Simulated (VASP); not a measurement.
Band structure of CeIr5 (space group P6/mmm). These are LDA (Ceperley-Alder, Perdew-Zunger), VASP's LDA PAW potentials (set 64) (plane waves; VASP) values and carry that method's errors.

Unless said otherwise, spin-orbit coupling is left out, though it shifts the bands of the heavy elements here.

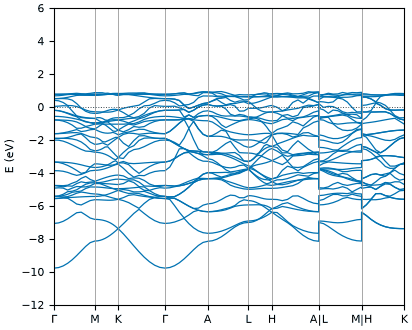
Fig. 1. Bands along high-symmetry lines, zero at the valence-band maximum or, without a gap, the Fermi level

Read the plot: is there a gap, and where are the band edges?

It has no gap at this level: it comes out as a metal or semimetal. (Edges off the drawn lines would not show.)

The structure comes from a measured CeIr5 entry (P6/mmm) of the Crystallography Open Database, whose conditions weren't checked. It was relaxed first. The run is not spin-polarised, so no magnetic state was tried. The electron count is odd and the run is not spin-polarised, which forces a metal.
